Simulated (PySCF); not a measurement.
# Run report: C2H3Cl, geometry relaxation

System: C2H3Cl, SMILES C[C]Cl.
Method: PBE0-D3(BJ)/def2-SVP geometry optimisation, gas phase (PySCF 2.14.0).

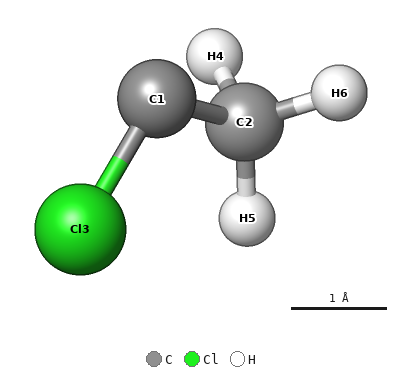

Fig. 1: The input geometry (ball-and-stick view, seen at a tilt; atoms are numbered from 1 in the order of the input).

**The input**
```
{"job": {"xc": "PBE0", "basis": "def2-SVP", "d3": "d3bj", "grid": 2, "kind": "geom", "shake": 0.01}, "charge": 0, "multiplicity": 1}
C      0.825871    -0.720938     0.208921
C     -0.476152     0.022779     0.024435
Cl     2.122675     0.196816    -0.253796
H     -1.060731    -0.597206    -0.618381
H     -0.420799     1.036068    -0.382055
H     -0.969822     0.030476     0.997786
```

The first line tells a small driver script what to run in PySCF; the rest is the geometry in Å.

Run on 1 CPU thread, shared host.

Launched with:
```bash
OMP_NUM_THREADS=1 python <driver script> task.json out
```

**Log**
```
step   0  E = -537.64032908  max force = 0.035330
step   1  E = -537.64347201  max force = 0.006911
step   2  E = -537.64356303  max force = 0.001056
step   3  E = -537.64356827  max force = 0.000369
optimisation converged
```

**Trajectory as extended XYZ (Å, eV, eV/Å), 4 frames, from step=0 to step=3**
```
6
Properties=species:S:1:pos:R:3:forces:R:3 step=0 energy=-14629.93853
C     0.8259   -0.7209    0.2089   -1.6618  -0.4341   0.3678
C    -0.4762    0.0228    0.0244    1.8168   0.2527   0.4686
Cl    2.1227    0.1968   -0.2538    0.9629   0.7641  -0.3820
H    -1.0607   -0.5972   -0.6184   -0.8810  -0.8322  -0.6857
H    -0.4208    1.0361   -0.3821    0.0354   0.3718  -0.1131
H    -0.9698    0.0305    0.9978   -0.2723  -0.1223   0.3444
6
Properties=species:S:1:pos:R:3:forces:R:3 step=1 energy=-14630.02406
C     0.7890   -0.7212    0.2226    0.3554  -0.1513   0.0405
C    -0.4688   -0.0013    0.0186   -0.3313   0.2408  -0.0721
Cl    2.1202    0.2494   -0.2581   -0.0943  -0.0478   0.0245
H    -1.0939   -0.6539   -0.6229    0.0293  -0.0093   0.0467
H    -0.4423    1.0248   -0.3894    0.0026  -0.0066   0.0182
H    -1.0018   -0.0230    0.9906    0.0384  -0.0258  -0.0578
6
Properties=species:S:1:pos:R:3:forces:R:3 step=2 energy=-14630.02654
C     0.7951   -0.7245    0.2242    0.0485   0.0275  -0.0138
C    -0.4711    0.0021    0.0170   -0.0543   0.0301  -0.0179
Cl    2.1209    0.2480   -0.2578   -0.0409  -0.0273   0.0137
H    -1.0938   -0.6548   -0.6208    0.0134  -0.0073   0.0058
H    -0.4469    1.0285   -0.3891    0.0234  -0.0167   0.0093
H    -1.0018   -0.0244    0.9878    0.0098  -0.0063   0.0029
6
Properties=species:S:1:pos:R:3:forces:R:3 step=3 energy=-14630.02668
C     0.7949   -0.7240    0.2242    0.0142   0.0190  -0.0086
C    -0.4721    0.0023    0.0168   -0.0130  -0.0030  -0.0006
Cl    2.1185    0.2490   -0.2579   -0.0112  -0.0125   0.0060
H    -1.0930   -0.6558   -0.6210    0.0030  -0.0009   0.0001
H    -0.4445    1.0283   -0.3888    0.0056  -0.0018   0.0009
H    -1.0015   -0.0248    0.9881    0.0013  -0.0007   0.0023
```

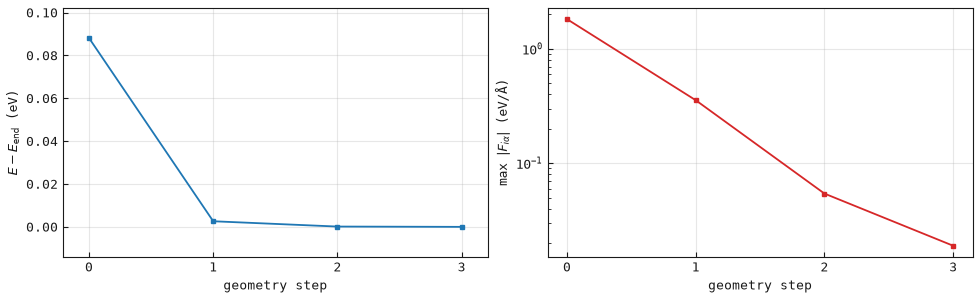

Fig. 2: Progress of the relaxation, step by step (steps are counted from 0).

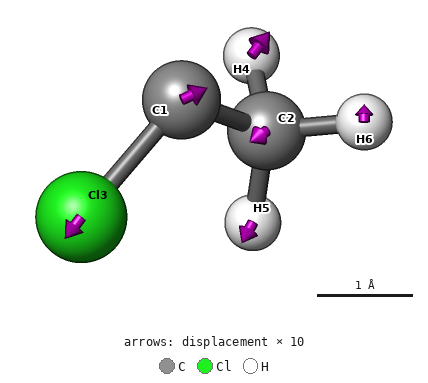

Fig. 3: The starting structure with the displacements as pink arrows, magnified 10 times (ball-and-stick view, seen at a tilt). The two geometries are laid on each other by the best rigid fit. H4 moves most after the best rigid fit: 0.035 Å. By element the largest moves are H 0.035 Å, C 0.031 Å, Cl 0.029 Å. Among the contacts that change: C1–Cl3 1.655 → 1.712 Å, C2–H4 1.067 → 1.107 Å, C1–C2 1.511 → 1.475 Å, C2–H6 1.091 → 1.107 Å. Among the angles that change: H4–C2–H6 107.1° → 102.9°. Over 3 geometry steps the energy falls by 0.088 eV. The largest force component goes from 1.8 to 0.019 eV/Å. (Atoms are counted from 1 in the order of the input.)

**Summary**

- outcome: converged
- total energy: −537.643568 hartree
- dipole moment: 2.22 D
- point group: Cs
- wall time: 6 s
- peak memory: 0.33 GiB
